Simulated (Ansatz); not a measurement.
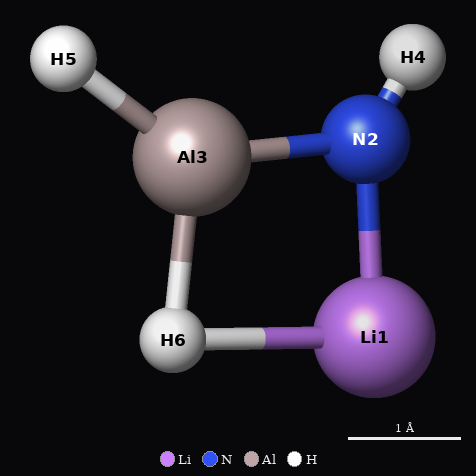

Figure made from data computed with Ansatz.

Numbered structure. Geometry: moved along internal coordinates away from the minimum.

Give the bond lengths.

| bond | length (Å) |
| --- | --- |
| Li1–N2 | 1.786 |
| Li1–H6 | 2.011 |
| N2–Al3 | 1.735 |
| N2–H4 | 0.867 |
| Al3–H5 | 1.586 |
| Al3–H6 | 1.651 |
